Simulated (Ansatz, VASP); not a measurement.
## LaSi2 in two plane-wave programs

Aim: how closely do two programs agree when they are given the same cell, functional and k mesh?

Program: Ansatz 0.2.0. Level of theory: plane waves, with VASP 6.6.1 beside it; relaxation of cell and atoms at PBEsol. Results are calculated unless marked as measured.

## 1. Set-up

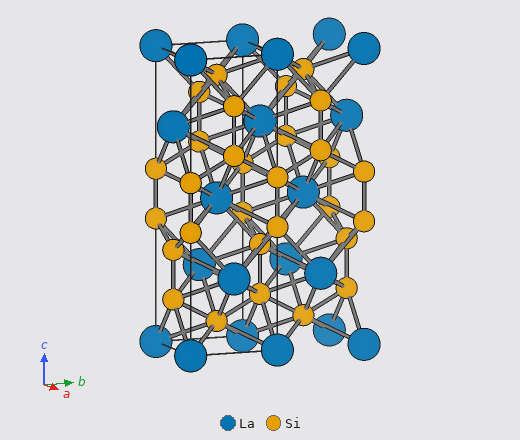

The cell as given, slightly off an axis (lanthanum blue, silicon orange). 1×2×1 cells are drawn. This picture shows the conventional cell, with its axes. Some periodic images of atoms are drawn too.

## 2. Ansatz: relaxation of cell and atoms, PBEsol

Ansatz runs on its default PAW (the set named soft_2) files.

The relaxed volume is the usual yardstick between codes: its relative difference is about their pressure difference at one cell divided by the bulk modulus.

File input.yaml:

```yaml
crystal:
  lattice:
    - [-2.1405, 2.1405, 6.875]
    - [2.1405, -2.1405, 6.875]
    - [2.1405, 2.1405, -6.875]
  atoms:
    - { symbol: La, position: [0.75, 0.25, 0.5] }
    - { symbol: La, position: [0.0, 0.0, 0.0] }
    - { symbol: Si, position: [0.584, 0.584, 0.0] }
    - { symbol: Si, position: [0.334, 0.834, 0.5] }
    - { symbol: Si, position: [0.166, 0.666, 0.5] }
    - { symbol: Si, position: [0.416, 0.416, 0.0] }
hamiltonian:
  xc: pbesol
  pseudopotentials: { kind: paw }
kpoints:
  mp_grid: { grid: [6, 6, 6] }
scf:
  occupations: { method: gaussian, width: 0.1 }
relax:
  f_tol: 0.01
  max_steps: 60
  cell: { stress_tol: 0.05 }
output:
  forces: true
  stress: true
```

Run with:

```console
ansatz run input.yaml --threads 4 --pin off --max-ram 9216MiB --backend cpu --events-out ev --progress --plain --runs-dir out
```

Numbers of over 12 decimals in the logs are rounded to 6 here.

What it wrote:

```text
basis.fft_grid_basis auto: the FFT boxes are laid along the combinations [[1, 0, 1], [0, 1, 1], [0, 0, 1]] of the cell's own vectors, 4.281, 4.281 and 7.512 Å long. The dense box has 30×30×54 points. Along the cell's own vectors, as sized, it would have 54×54×54, 3.24 times as many. Of the 16 symmetry operations that the crystal satisfies within crystal.symmetry.tolerance (time reversal apart; of a slab, those that k [...]
Engine: ansatz 0.2.0, aarch64-unknown-linux-gnu
Pseudopotentials: kind: paw
Pseudopotential: La, paw, valence charge 11, recommended cutoff 420 eV (normal), La.paw.azcp
Pseudopotential: Si, paw, valence charge 4, recommended cutoff 420 eV (normal), Si.paw.azcp
Functional definition: PBEsol
  exchange = pbesol_x
  correlation = pbesol_c
Crystal: 6 atoms, lattice volume = 125.998 Å³
Basis set: ecut = 420 eV, 2447 PW (Γ), FFT grids on a1+a3, a2+a3, a3, exchange–correlation on 60×60×108 points (8 copies of the dense FFT grid, shifted against one another)
Bands: 25, of which v1, the nominal top of the filled ones, is band 19 counted from 1 (18 counted from 0)
Symmetry: 16 space group operations
Space group: I41/amd (ITA 141), of the structure as read, at distance tolerance 5.0e-5 Å
k-points: 30 of 216
Non-local potential: La, projectors of the file, l = 0: 3, l = 1: 2, l = 2: 2, l = 3: 3
Non-local potential: Si, projectors of the file, l = 0: 2, l = 1: 2, l = 2: 2
PAW form: soft (Blöchl's): semilocal exchange-correlation on the pseudo side does not see the compensation charge
PAW frozen core: La, regenerated for the run's functional, and the local potential with it (the file was generated under x = pbe(κ = 0.804, μ = 0.219515), c = pbe(β = 0.066725))
PAW frozen core: Si, regenerated for the run's functional, and the local potential with it (the file was generated under x = pbe(κ = 0.804, μ = 0.219515), c = pbe(β = 0.066725))
PAW one-centre angular grid: La, 590 points (default); XC on 64 Gauss nodes
PAW one-centre angular grid: Si, 110 points (default); XC on 64 Gauss nodes
Initial density: superposition of atomic densities (neutral atoms: chi_scale 0, normalization atom), corrected by the library's trained network
Initial wavefunctions: pseudopotential atomic-orbital guess
Functional: x = pbesol(κ = 0.804, μ = 0.123457), c = pbesol(β = 0.046)
SCF iter   1: F=—  HF=-14812.865718 eV  |F-HF|=—  |Δ(HF+E_count)|=         —  Δρ=2.96e-3  dr2=2.32e-2  ethr=1.77e-3  ⟨swp⟩=7.6  Hψ=4177  notcnv=0
preconditioner: auto → Kerker (q_TF=auto, 2.234 Å⁻¹)  [metal: Δε(μ)=0.044 eV  Ē_g=9.996 eV  σ=0.100 eV  W_gap=0.24  n_scr=24 (ndim 8)  ℏωp=19.3 eV  f_vac=0.000  D(μ)=3.95/eV (n_scr^D=32)]
SCF iter   2: F=—  HF=-14812.861142 eV  |F-HF|=—  |Δ(HF+E_count)|=   4.58e-3  Δρ=1.64e-3  dr2=5.90e-3  ethr=6.10e-5  ⟨swp⟩=2.8  Hψ=1431  notcnv=0  defer=10
SCF iter   3: F=—  HF=-14812.859882 eV  |F-HF|=—  |Δ(HF+E_count)|=   1.26e-3  Δρ=3.19e-4  dr2=2.24e-4  ethr=1.55e-5  ⟨swp⟩=2.0  Hψ=1103  notcnv=0  defer=10
SCF iter   4: F=—  HF=-14812.859842 eV  |F-HF|=—  |Δ(HF+E_count)|=   3.99e-5  Δρ=7.77e-5  dr2=8.10e-6  ethr=5.89e-7  ⟨swp⟩=2.1  Hψ=1264  notcnv=0  defer=10
SCF iter   5: F=—  HF=-14812.859843 eV  |F-HF|=—  |Δ(HF+E_count)|=   1.15e-6  Δρ=1.17e-5  dr2=2.16e-7  ethr=2.13e-8  ⟨swp⟩=2.6  Hψ=1167  notcnv=0  defer=9
SCF iter   6: F=-14812.859843 eV  HF=-14812.859843 eV  |F-HF|=1.76e-9  |Δ(HF+E_count)|=   1.71e-8  Δρ=2.47e-6  dr2=7.54e-9  ethr=2.63e-10  ⟨swp⟩=4.3  Hψ=2614  notcnv=0
SCF 1 converged in 6 iterations: F = -14812.859843 eV  dr2 = 7.54e-9
  greatest PAW one-centre occupation: 0.971 electrons in one spin orbital (limit 2), on the La atom at site 1 (counted from 0), in its partial waves of l = 0
relax step   1: F+E_penalty+E_count = -14812.85984289 eV  Δ(F+E_penalty+E_count) = +0.000e0 eV  max|allowed force component| = 1.976e-1 eV/Å  Δτ_max = 0.0000 Å  P = +0.220 GPa  Ω = 125.998 Å³  (6 SCF iters, dr2 threshold 1.00e-7 eV, accepted)
[... from here on, the SCF cycles and remarks between the steps are left out ...]
relax step   2: F+E_penalty+E_count = -14812.86398515 eV  Δ(F+E_penalty+E_count) = -4.142e-3 eV  max|allowed force component| = 9.478e-2 eV/Å  Δτ_max = 0.0029 Å  P = +0.068 GPa  Ω = 126.085 Å³  energy of the carried Pulay correction = -1.033e-5 eV  (4 SCF iters, dr2 threshold 6.00e-7 eV, accepted)
relax step   3: F+E_penalty+E_count = -14812.86655802 eV  Δ(F+E_penalty+E_count) = -2.573e-3 eV  max|allowed force component| = 2.319e-2 eV/Å  Δτ_max = 0.0016 Å  P = +0.058 GPa  Ω = 125.883 Å³  energy of the carried Pulay correction = +1.370e-5 eV  (5 SCF iters, dr2 threshold 6.00e-7 eV, accepted)
relax step   4: F+E_penalty+E_count = -14812.86968268 eV  Δ(F+E_penalty+E_count) = -3.125e-3 eV  max|allowed force component| = 7.304e-2 eV/Å  Δτ_max = 0.0044 Å  P = -0.079 GPa  Ω = 125.831 Å³  energy of the carried Pulay correction = +1.986e-5 eV  (5 SCF iters, dr2 threshold 1.67e-7 eV, accepted)
relax step   5: F+E_penalty+E_count = -14812.87407738 eV  Δ(F+E_penalty+E_count) = -4.395e-3 eV  max|allowed force component| = 3.862e-2 eV/Å  Δτ_max = 0.0075 Å  P = +0.166 GPa  Ω = 125.237 Å³  energy of the carried Pulay correction = +9.075e-5 eV  (5 SCF iters, dr2 threshold 3.33e-7 eV, accepted)
relax step   6: F+E_penalty+E_count = -14812.87423979 eV  Δ(F+E_penalty+E_count) = -1.624e-4 eV  max|allowed force component| = 9.494e-3 eV/Å  Δτ_max = 0.0019 Å  P = -0.118 GPa  Ω = 125.657 Å³  energy of the carried Pulay correction = +4.065e-5 eV  (4 SCF iters, dr2 threshold 9.32e-8 eV, accepted)
relax step   7: F+E_penalty+E_count = -14812.87434066 eV  Δ(F+E_penalty+E_count) = -1.009e-4 eV  max|allowed force component| = 4.460e-3 eV/Å  Δτ_max = 0.0002 Å  P = +0.004 GPa  Ω = 125.502 Å³  energy of the carried Pulay correction = +5.905e-5 eV  (4 SCF iters, dr2 threshold 9.01e-8 eV, accepted)
relax step   8: F+E_penalty+E_count = -14812.87446165 eV  Δ(F+E_penalty+E_count) = -1.210e-4 eV  max|allowed force component| = 4.738e-3 eV/Å  Δτ_max = 0.0000 Å  P = +0.005 GPa  Ω = 125.502 Å³  stress off target by 5.32e-2 GPa  SCF on the basis re-selected at this cell (its energy is not comparable with the rows above)  (5 SCF iters)
relax step   9: F+E_penalty+E_count = -14812.87449320 eV  Δ(F+E_penalty+E_count) = -3.154e-5 eV  max|allowed force component| = 1.927e-4 eV/Å  Δτ_max = 0.0005 Å  P = +0.005 GPa  Ω = 125.489 Å³  energy of the carried Pulay correction = +1.845e-6 eV  (5 SCF iters, dr2 threshold 7.07e-9 eV, accepted)
relax step  10: F+E_penalty+E_count = -14812.87448970 eV  Δ(F+E_penalty+E_count) = +3.500e-6 eV  max|allowed force component| = 1.955e-4 eV/Å  Δτ_max = 0.0000 Å  P = +0.005 GPa  Ω = 125.489 Å³  stress off target by 1.01e-2 GPa  SCF on the basis re-selected at this cell (its energy is not comparable with the rows above)  (4 SCF iters)
basis re-selected at this cell: Δ(F+E_penalty+E_count) = +3.500e-6 eV, ΔP = -0.000 GPa vs the last step (what re-selecting the basis moved, of the pressure what is left beyond the Pulay correction that the steps carried, after the strain that the cell walked since its last selection, with what the two solves' SCF thresholds leave and, on support functions, any second-order correction that the steps lacked; it is no m [...]
SCF converged after 4 iterations
Free energy (F): -14812.874490 eV
Harris-Foulkes:  -14812.874490 eV  (|F-HF|=7.28e-12)
Internal energy: -14812.853095 eV  (E = F + TS)
E sigma→0 (E₀):  -14812.863793 eV
Entropy (-TS):   -0.021394 eV (-3.566 meV/atom)
Fermi energy:    11.240502 eV
--- Per-component energies (eV) ---
  E_band       = 4.489264
  E_kinetic    = 552.034233
  E_local      = -644.615065  (includes V_loc(G=0)·N_el)
  E_nonlocal   = 297.826442
  E_hartree    = 213.547358
  E_xc         = -500.040221
  E_vxc        = -487.889058  (∫ρ·V_xc dr)
  E_paw        = -12653.307152  (= ΣΔE_a)
  E_vpaw       = -139.962040  (= ΣTr[D̂ρ^β])
  E_aug_tail   = 0.000025  (compensation charges beyond the density's cutoff)
  E_ewald      = -2078.763978
  E_core_change = 0.465262  (= ΣΔE_core)
  E_smearing   = -0.021394  (= −TS)
  E_closure    = 0.000000  (closes the sum)
  Σ components = -14812.874490   (vs F -14812.874490, Δ=0.00e0)
--- Forces (eV/Å), atoms counted from 1 ---
  atom   1  La    -0.00000000    -0.00000000     0.00000000
  atom   2  La    -0.00000000     0.00000000     0.00000000
  atom   3  Si    -0.00000000     0.00000000    -0.00019552
  atom   4  Si     0.00000000     0.00000000    -0.00019552
  atom   5  Si     0.00000000     0.00000000     0.00019552
  atom   6  Si     0.00000000     0.00000000     0.00019552
  max |Σ_I F_I| component: 1.13e-17 eV/Å
--- Stress (GPa, compression-positive) ---
        0.010050       0.000000       0.000000
        0.000000       0.010050       0.000000
        0.000000       0.000000      -0.005250
  P = ⅓ Tr σ = 0.0050 GPa (0.050 kbar)
--- Relaxed structure (8 steps of the walk, 8 accepted, 2 SCFs on fresh bases) ---
  F+E_penalty+E_count = -14812.87448970 eV   max|allowed force component| = 1.955e-4 eV/Å   (the final SCF, on the basis selected at the relaxed cell)
  cell:  # Å, volume = 125.4887 Å³
    - [-2.103989, 2.103989, 7.086927]
    - [2.103989, -2.103989, 7.086927]
    - [2.103989, 2.103989, -7.086927]
  atoms:
    - { symbol: La, position: [0.75, 0.250000, 0.500000] }
    - { symbol: La, position: [0, 0, 0] }
    - { symbol: Si, position: [0.583308, 0.583308, 0] }
    - { symbol: Si, position: [0.333308, 0.833308, 0.500000] }
    - { symbol: Si, position: [0.166692, 0.666692, 0.5] }
    - { symbol: Si, position: [0.416692, 0.416692, 0] }
```

Wall time 16 s (4 threads of Arm Neoverse V1, shared host); peak memory 0.5 GiB; 61 s of CPU time.

[end of part 1 of 2]

[Lines on the potential files, build, host, timing and source positions are cut from VASP's logs without a mark.]

[Logs are printed without paths, hosts, clocks, repeated set-up lines and the standing remarks that a program may print on its own settings, such as how far it seeks lower states.]

[Hosts, paths, dates, database ids (printed as entryN), source tags and the programs' standing remarks are cut or masked in the printed files.]
